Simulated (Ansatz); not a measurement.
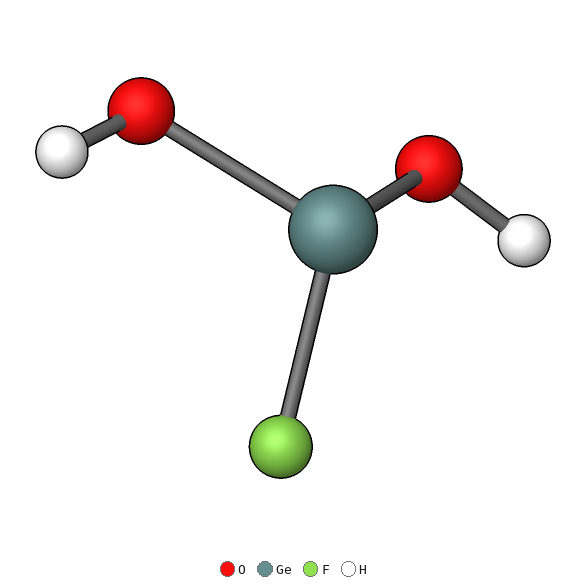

State: neutral, doublet. Sticks follow a distance rule. Harmonic vibrations computed with UKS PBE0-D4/def2-TZVP (Ansatz 0.2.0) at a stationary point of the same level.

### Is this a minimum or a saddle point?

A minimum: no imaginary frequency, and the lowest mode lies at 33 cm⁻¹.

### How many vibrational modes are there, and where do they lie?

12 modes: 33, 192, 234, 262, 270, 664, 705, 720, 875, 921, 3877, 3879 cm⁻¹.
